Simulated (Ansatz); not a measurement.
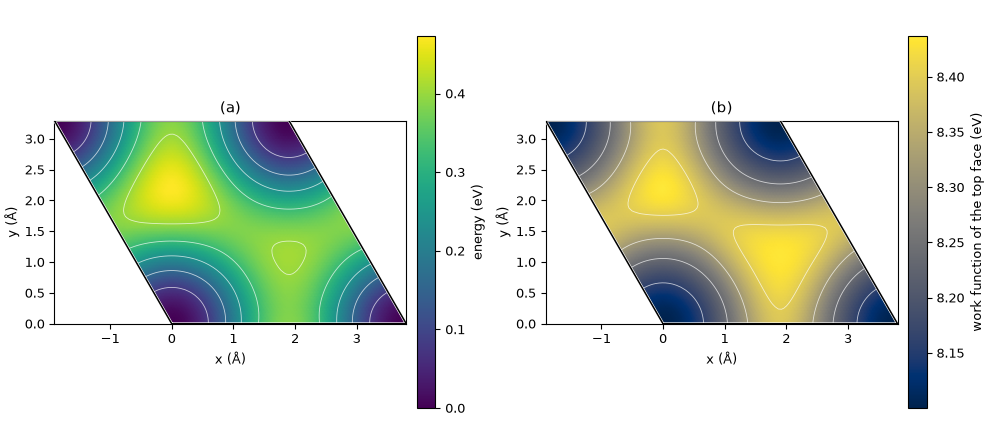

Cl on a Si₂Ni(111) slab cut from the Fm-3m phase, its upper half relaxed before the scan (6 atoms of substrate and one adsorbate in a 1 × 1 cell). Cl is moved over the surface cell at a fixed height above a rigid substrate; the origin of the map has the adsorbate above Si6; the height is held at 3.10 Å. Places are given modulo a cell vector. The map is drawn in real space over the plane of the surface. The grid has 6 × 6 points; 10 points were computed and 26 follow by symmetry. Energies are in eV, from the lowest grid point. The runs have no spin polarisation, so an open-shell adsorbate far from the surface lies too high. With one adsorbate in each 1 × 1 cell, its nearest image is 3.8 Å away, so neighbouring adsorbates interact. At a fixed height the lowest place need not be the adsorption site. Computed with DFT PBE+D3(BJ), scalar-relativistic, plane waves, PAW (Ansatz 0.2.0). Settings: cutoff 420 eV, k-mesh 9×9×1, gaussian smearing 0.1 eV, no spin polarisation.

Panel (a) is the energy and panel (b) the computed work function of the top face on the same grid.

Drawn: a smooth colour map with a few white contour lines, the outline of one cell of the plane. Between grid points the surface is interpolated.

How does the work function of the top face vary over the map, and what is it at the lowest grid point?

It runs from 8.10 eV at the top site over a surface Si atom, (0/6, 0/6) of the cell vectors to 8.44 eV at a threefold hollow over a second-layer Ni atom, (2/6, 4/6) of the cell vectors. At the lowest grid point, the top site over a surface Si atom, (0/6, 0/6) of the cell vectors, it is 8.10 eV.

```tsv
second ↓, first →	0/6	1/6	2/6	3/6	4/6	5/6
5/6	8.16	8.25	8.38	8.38	8.25	8.16
4/6	8.29	8.38	8.44	8.38	8.29	8.26
3/6	8.39	8.38	8.38	8.39	8.39	8.39
2/6	8.29	8.25	8.29	8.39	8.44	8.39
1/6	8.16	8.16	8.26	8.39	8.39	8.26
0/6	8.10	8.16	8.29	8.39	8.29	8.16
```

PAW datasets: the set soft_1.
